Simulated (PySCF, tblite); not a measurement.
# C₁₆H₃₂O₁₂Si₈: electronic excitations, NMR shifts, part 2 of 2

tblite 0.8.0 and PySCF 2.14.0. Atoms count from 0.

## (4) NMR shifts: GIAO KT3/pcSseg-1

The job: settings as JSON, then the geometry in Å.

```
{"job": {"kind": "nmr", "xc": "KT3", "basis": "pcSseg-1", "pop": false}, "charge": 0, "multiplicity": 1}
C      0.665182    -3.286630     5.266269
C      0.543941    -2.576051     4.305724
Si     0.357467    -1.490640     2.821553
O      0.231835     0.027440     3.356691
Si     0.050347     1.566248     2.901096
C      0.024244     2.594909     4.436505
C      0.011351     3.267088     5.431666
O      1.300504     2.068137     2.010371
Si     2.125948     1.848106     0.634962
C      3.544688     3.096502     0.603533
C      4.423931     2.984946    -0.639461
O      2.732856     0.347625     0.571321
Si     2.421804    -1.242834     0.543369
C      4.063543    -2.176320     0.456370
C      4.894751    -1.830710    -0.776527
O      1.671375    -1.695510     1.905015
O      1.525531    -1.614287    -0.754301
Si     0.126362    -1.396171    -1.543657
C      0.153553    -2.442079    -3.121626
C      0.338251    -3.932853    -2.845696
O     -1.112496    -1.884537    -0.619440
Si    -1.932373    -1.683171     0.764264
C     -3.352633    -2.929621     0.831953
C     -4.334454    -2.790225    -0.328683
O     -0.978527    -1.958471     2.043308
O     -2.547847    -0.184732     0.824328
Si    -2.242314     1.406274     0.844581
C     -3.879999     2.342784     0.965393
C     -4.823634     2.082575    -0.205755
O     -1.357313     1.795321     2.143964
O     -1.475033     1.855614    -0.510153
Si    -0.164769     1.687842    -1.448787
C     -0.341423     2.817797    -2.957087
C     -1.588037     2.515410    -3.785801
O      1.172694     2.122528    -0.645836
O     -0.048205     0.157345    -1.968373
H      0.770763    -3.909077     6.108356
H     -0.000402     3.855287     6.304425
H      3.133973     4.104284     0.657055
H      4.163997     2.968964     1.490669
H      5.225456     3.721339    -0.612527
H      4.864097     1.994015    -0.700966
H      3.830128     3.147704    -1.534088
H      4.646200    -1.955615     1.350305
H      3.876403    -3.249552     0.469945
H      4.340662    -2.061970    -1.681422
H      5.127649    -0.770071    -0.784892
H      5.827136    -2.392842    -0.783768
H     -0.772880    -2.296945    -3.676967
H      0.957423    -2.099894    -3.773079
H      1.273581    -4.101403    -2.320095
H     -0.471407    -4.300916    -2.222189
H      0.351043    -4.500229    -3.775175
H     -2.950186    -3.942281     0.839035
H     -3.892182    -2.808048     1.770884
H     -3.819506    -2.930807    -1.274466
H     -4.775337    -1.797642    -0.327983
H     -5.132036    -3.527321    -0.251022
H     -4.382194     2.070310     1.893033
H     -3.678846     3.411626     1.027797
H     -4.354030     2.376331    -1.139765
H     -5.064638     1.025559    -0.267053
H     -5.748340     2.645098    -0.088432
H      0.538240     2.716727    -3.592624
H     -0.371410     3.859023    -2.636874
H     -1.558221     1.490141    -4.143010
H     -2.479538     2.636963    -3.177366
H     -1.655523     3.183886    -4.642806
```

Level: GIAO KT3/pcSseg-1 NMR shielding, non-relativistic, gas phase.

Log:

```text
start: PBE on a coarse grid of 59141 points
cycle   1  E = -3843.5106906567  dE =  6.308e+00  |g| = 2.986e+00  |ddm| = 8.818e+00
cycle   2  E = -3840.2090791562  dE =  3.302e+00  |g| = 5.069e+00  |ddm| = 6.032e+00
cycle   3  E = -3845.0717671669  dE = -4.863e+00  |g| = 5.114e-01  |ddm| = 4.401e+00
cycle   4  E = -3845.0988612612  dE = -2.709e-02  |g| = 3.920e-01  |ddm| = 6.756e-01
cycle   5  E = -3845.1289388503  dE = -3.008e-02  |g| = 1.992e-01  |ddm| = 3.432e-01
cycle   6  E = -3845.1387016474  dE = -9.763e-03  |g| = 2.651e-02  |ddm| = 1.533e-01
cycle   7  E = -3845.1388559396  dE = -1.543e-04  |g| = 8.148e-03  |ddm| = 2.777e-02
final grid: 512472 points
cycle   8  E = -3888.9910432054  dE = -9.456e-02  |g| = 4.990e-01  |ddm| = 1.170e+00
cycle   9  E = -3888.9440366961  dE =  4.701e-02  |g| = 6.573e-01  |ddm| = 8.102e-01
cycle  10  E = -3889.0168776353  dE = -7.284e-02  |g| = 1.472e-01  |ddm| = 5.699e-01
cycle  11  E = -3889.0196356300  dE = -2.758e-03  |g| = 6.011e-02  |ddm| = 1.258e-01
cycle  12  E = -3889.0205978949  dE = -9.623e-04  |g| = 6.215e-03  |ddm| = 4.220e-02
cycle  13  E = -3889.0206031925  dE = -5.298e-06  |g| = 2.033e-03  |ddm| = 6.888e-03
cycle  14  E = -3889.0206060947  dE = -2.902e-06  |g| = 6.404e-04  |ddm| = 2.318e-03
cycle  15  E = -3889.0206092781  dE = -3.183e-06  |g| = 1.877e-04  |ddm| = 7.318e-04
cycle  16  E = -3889.0206096435  dE = -3.654e-07  |g| = 6.085e-05  |ddm| = 2.109e-04
converged SCF energy = -3889.0206096435

GIAO shielding tensors (ppm)
atom      isotropic    diamagn.    paramagn.     s11        s22        s33       span
  0 C      103.073     257.136    -154.062     22.458     22.570    264.193    241.735
  1 C      109.230     259.234    -150.004     18.799     18.880    290.010    271.210
  2 Si     470.547     895.796    -425.249    468.170    471.641    471.829      3.659
  3 O      211.942     413.194    -201.253    183.283    184.117    268.425     85.142
  4 Si     470.652     895.335    -424.683    467.767    471.895    472.294      4.528
  5 C      109.175     258.828    -149.653     18.585     18.887    290.054    271.469
  6 C      103.123     256.909    -153.786     22.470     22.696    264.202    241.732
  7 O      213.533     416.990    -203.457    182.146    189.349    269.104     86.958
  8 Si     437.464     900.187    -462.723    414.193    418.912    479.288     65.095
  9 C      172.492     260.058     -87.566    165.401    170.748    181.327     15.926
 10 C      173.816     248.323     -74.507    166.593    169.664    185.191     18.598
 11 O      223.485     422.249    -198.763    185.657    215.459    269.340     83.684
 12 Si     437.111     900.769    -463.658    413.380    419.431    478.521     65.141
 13 C      172.472     260.507     -88.035    165.383    170.511    181.522     16.139
 14 C      173.754     248.528     -74.774    166.713    169.395    185.153     18.441
 15 O      213.241     417.682    -204.441    181.799    189.195    268.730     86.931
 16 O      224.149     424.304    -200.155    193.245    207.404    271.797     78.552
 17 Si     436.576     903.835    -467.259    414.671    418.286    476.770     62.099
 18 C      172.548     263.686     -91.138    165.955    170.222    181.467     15.511
 19 C      173.666     248.484     -74.818    166.550    169.052    185.396     18.846
 20 O      223.878     424.587    -200.709    193.024    207.236    271.375     78.351
 21 Si     436.965     901.086    -464.122    413.265    419.187    478.442     65.178
 22 C      172.409     260.812     -88.403    165.291    170.435    181.500     16.209
 23 C      173.728     249.025     -75.296    166.687    169.439    185.059     18.372
 24 O      213.239     417.975    -204.736    181.703    189.176    268.839     87.136
 25 O      223.332     422.836    -199.504    185.006    215.206    269.785     84.779
 26 Si     437.401     900.782    -463.381    414.571    419.000    478.633     64.062
 27 C      172.364     260.576     -88.212    165.114    170.612    181.366     16.253
 28 C      173.727     248.979     -75.253    166.725    169.531    184.924     18.200
 29 O      213.537     417.350    -203.813    182.023    189.193    269.394     87.370
 30 O      223.662     424.286    -200.624    185.399    216.043    269.545     84.146
 31 Si     437.321     903.115    -465.794    416.308    418.106    477.549     61.241
 32 C      172.415     263.061     -90.646    165.541    170.543    181.160     15.619
 33 C      173.645     250.243     -76.598    166.308    169.541    185.085     18.777
 34 O      219.685     423.104    -203.419    183.848    204.236    270.971     87.123
 35 O      219.184     425.649    -206.465    183.380    204.367    269.803     86.423
 36 H       30.159      34.788      -4.628     24.176     24.205     42.096     17.920
 37 H       30.160      34.638      -4.478     24.166     24.211     42.104     17.938
 38 H       30.987      33.714      -2.727     26.084     30.445     36.432     10.348
 39 H       30.963      32.045      -1.082     26.062     30.362     36.466     10.404
 40 H       30.511      24.755       5.756     25.084     27.310     39.139     14.055
 41 H       30.722      33.155      -2.433     24.990     31.535     35.640     10.649
 42 H       30.747      34.754      -4.007     25.516     31.424     35.302      9.786
 43 H       30.935      32.346      -1.411     26.080     30.349     36.376     10.296
 44 H       30.932      34.305      -3.373     26.178     30.336     36.282     10.105
 45 H       30.716      34.963      -4.247     25.474     31.427     35.246      9.771
 46 H       30.687      33.141      -2.455     24.957     31.459     35.644     10.686
 47 H       30.483      24.940       5.544     25.119     27.221     39.110     13.991
 48 H       30.963      37.861      -6.898     26.183     30.610     36.096      9.913
 49 H       30.986      37.684      -6.698     26.307     30.471     36.180      9.873
 50 H       30.673      33.851      -3.178     25.148     31.450     35.422     10.274
 51 H       30.683      33.970      -3.287     25.231     31.417     35.400     10.169
 52 H       30.479      26.648       3.831     25.138     27.171     39.129     13.991
 53 H       30.923      34.434      -3.512     26.158     30.312     36.299     10.140
 54 H       30.925      32.781      -1.856     26.111     30.279     36.385     10.273
 55 H       30.702      35.263      -4.561     25.477     31.443     35.185      9.709
 56 H       30.689      33.708      -3.019     25.042     31.424     35.603     10.561
 57 H       30.479      25.377       5.102     25.109     27.234     39.093     13.984
 58 H       30.927      32.601      -1.674     26.050     30.321     36.410     10.359
 59 H       30.941      33.788      -2.847     26.032     30.380     36.412     10.379
 60 H       30.695      34.487      -3.792     25.166     31.433     35.485     10.319
 61 H       30.695      33.776      -3.080     25.195     31.382     35.509     10.314
 62 H       30.481      24.820       5.661     25.092     27.267     39.084     13.993
 63 H       31.006      37.242      -6.236     26.032     30.672     36.314     10.282
 64 H       31.001      35.410      -4.410     26.156     30.413     36.433     10.277
 65 H       30.727      36.202      -5.475     25.523     31.411     35.248      9.725
 66 H       30.697      34.521      -3.823     24.998     31.460     35.634     10.636
 67 H       30.507      26.980       3.526     25.046     27.353     39.120     14.074
```

Wall time 55 s (4 threads of Arm Neoverse V2, shared host); peak memory 2.6 GiB.

The references, computed at this level on geometries of the same kind, shield at (ppm): $^{1}$H TMS 31.76, $^{13}$C TMS 184.7, $^{29}$Si TMS 361.7, $^{17}$O H2O 330.8. Their shielding less the atom's gives the shift. The references are single molecules in the gas phase, so shifts against H2O, NH3, PH3, H3PO4 or CFCl3 are not on the usual liquid scales and can be off by tens of ppm. Atoms listed in one row are averaged.

```tsv
atoms	environment	σ (ppm)	δ (ppm)
C0, C6	terminal alkyne carbon	103.1	81.6
C1, C5	alkyne carbon	109.2	75.5
C9, C13, C22, C27	sp3 CH2 bonded to Si	172.4	12.3
C18, C32	sp3 CH2 bonded to Si	172.5	12.2
C19, C33	methyl carbon	173.7	11.1
C10, C14, C23, C28	methyl carbon	173.8	11.0
H36, H37	hydrogen on a terminal alkyne carbon	30.16	1.60
H50, H51, H52, H65, H66, H67	hydrogen on a methyl carbon	30.63	1.13
H40, H41, H42, H45, H46 and 7 more	hydrogen on a methyl carbon	30.63	1.13
H39, H43, H54, H58	hydrogen on an sp3 CH2 bonded to Si	30.94	0.82
H38, H44, H53, H59	hydrogen on an sp3 CH2 bonded to Si	30.95	0.81
H48, H49, H63, H64	hydrogen on an sp3 CH2 bonded to Si	30.99	0.77
Si17, Si31	silicon bonded to C, 3 O, in a 8-membered ring	436.9	-75.3
Si8, Si12, Si21, Si26	silicon bonded to C, 3 O, in a 8-membered ring	437.2	-75.6
Si2, Si4	silicon bonded to C, 3 O, in a 8-membered ring	470.6	-108.9
O3	oxygen bonded to 2 Si, in a 8-membered ring	211.9	118.8
O7, O15, O24, O29	oxygen bonded to 2 Si, in a 8-membered ring	213.4	117.4
O35	oxygen bonded to 2 Si, in a 8-membered ring	219.2	111.6
O16, O20, O30, O34	oxygen bonded to 2 Si, in a 8-membered ring	222.8	107.9
O11, O25	oxygen bonded to 2 Si, in a 8-membered ring	223.4	107.4
```

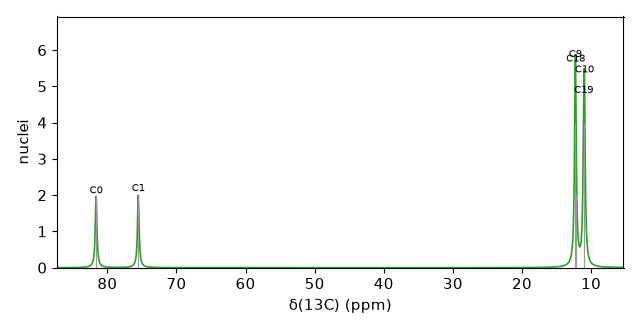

$^{13}$C lines at the computed shifts, without couplings. Lines are broadened to a width of 0.28 ppm (Lorentzian).

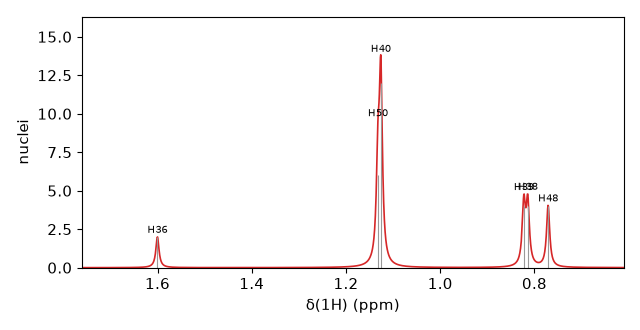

$^{1}$H lines at the computed shifts, without couplings. Lines are broadened to a width of 0.01 ppm (Lorentzian).

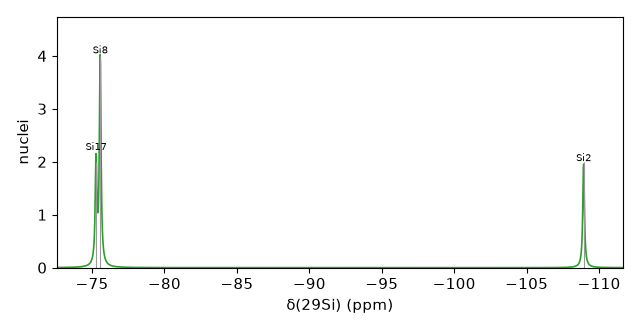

$^{29}$Si lines at the computed shifts, without couplings. Lines are broadened to a width of 0.13 ppm (Lorentzian).

Ring of atoms Si2, O3, Si4, O7, Si8, O11, Si12, O15: NICS(0) -0.8, NICS(1) -0.3, NICS(1)zz 3.4 ppm (means of both faces).

Ring of atoms Si2, Si12, O15, O16, Si17, O20, Si21, O24: NICS(0) -0.6, NICS(1) -0.2, NICS(1)zz 3.7 ppm (means of both faces).

Ring of atoms Si8, O11, Si12, O16, Si17, Si31, O34, O35: NICS(0) -0.5, NICS(1) -0.2, NICS(1)zz 3.8 ppm (means of both faces).

## (5) Summary of results

The summary covers parts 1 to 2.

| quantity | value |
| --- | --- |
| lowest singlet (CAM-B3LYP/6-31G*) | 6.34 eV (196 nm), f = 0.000 |
| brightest single state of those computed | state 4, 6.61 eV, f = 0.000 |
| lowest triplet | 5.11 eV |
| vertical ionisation energy (ΔSCF) | 10.02 eV |
| $^{13}$C shifts against TMS (KT3/pcSseg-1, means over atoms taken as alike) | 81.6, 75.5, 12.3, 12.2, 11.1, 11.0 ppm |
| $^{1}$H shifts against TMS (KT3/pcSseg-1, means over atoms taken as alike) | 1.60, 1.13, 1.13, 0.82, 0.81, 0.77 ppm |
| $^{29}$Si shifts against TMS (KT3/pcSseg-1, means over atoms taken as alike) | -75.3, -75.6, -108.9 ppm |
| $^{17}$O shifts against H2O (KT3/pcSseg-1, means over atoms taken as alike) | 118.8, 117.4, 111.6, 107.9, 107.4 ppm |

What this shows: The first singlet state (HOMO−2→LUMO+2 0.19, HOMO→LUMO+1 0.18) lies at 6.34 eV and is dark. The lowest triplet lies 1.23 eV below the lowest singlet. The basis of CAM-B3LYP/6-31G* has no diffuse functions, so Rydberg states are missing and the high states are unreliable. The orbital energy would give 9.30 eV for ionisation, ΔSCF gives 10.02 eV. At KT3/pcSseg-1: The largest span, 271 ppm, is at C1, C5, where the paramagnetic term is -150 ppm.
